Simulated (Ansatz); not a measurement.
Fields on a plane of W3N4 (space group Pm-3m)

```yaml
crystal:
  lattice:
    - [4.17923, 0.00000, 0.00000]
    - [0.00000, 4.17923, 0.00000]
    - [0.00000, 0.00000, 4.17923]
  atoms:
    - { symbol: N, position: [0.50000, 0.50000, 0.50000] }
    - { symbol: N, position: [0.50000, 0.00000, 0.00000] }
    - { symbol: N, position: [0.00000, 0.50000, 0.00000] }
    - { symbol: N, position: [0.00000, 0.00000, 0.50000] }
    - { symbol: W, position: [0.50000, 0.50000, 0.00000] }
    - { symbol: W, position: [0.00000, 0.50000, 0.50000] }
    - { symbol: W, position: [0.50000, 0.00000, 0.50000] }
```

The slice is a {100} plane (indices of the conventional cell) through the point (0.500, 0.000, 0.000) (fractional), spanned by u = [100] and v = [010] in vectors of this cell: u (4.18 Å) and v (4.18 Å, at 90° to u). It covers one period; positions are fractions (u, v).

Atoms on it: N at (0.00, 0.00); N at (0.50, 0.50); W at (0.00, 0.50).

Method: PBEsol (plane waves to 420 eV, PAW, scalar-relativistic; Ansatz, a quantum-chemistry and plane-wave program). k mesh 11×11×11. Near the nuclei the fields are pseudised (PAW); where an atom keeps semicore shells as valence, they peak there. Spin-orbit coupling is left out, though W is heavy. W3N4 is run without spin polarisation. W3N4 was relaxed with its symmetry unable to fall.

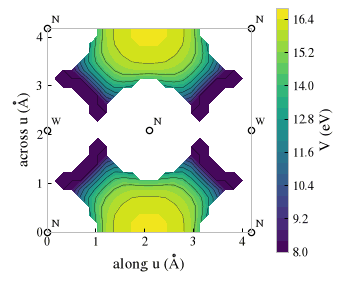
*Electrostatic potential energy of an electron, from the cell's mean, in eV, one period of the plane, atoms marked. Points within 0.9 Å of a nucleus are left white, as the pseudised field means little there. Values under 8 eV are set to 8. The zero, the cell's mean, hangs on the PAW cores.*

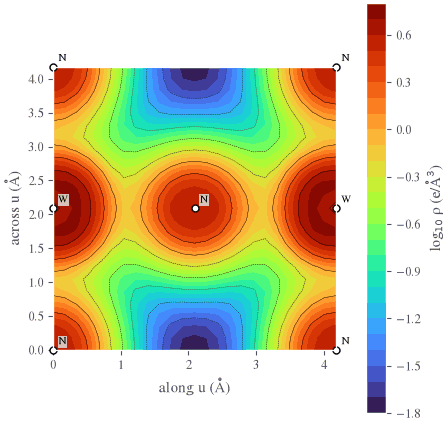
Figure. Log₁₀ of the valence density in e/Å³, one period of the plane, atoms marked. The scale is logarithmic, as a density can span decades between atoms and voids.

- Density on the N–W line (2.09 Å) at its density minimum, 1.0 Å from N = 0.72 e/Å³
- ELF at that point = 0.3
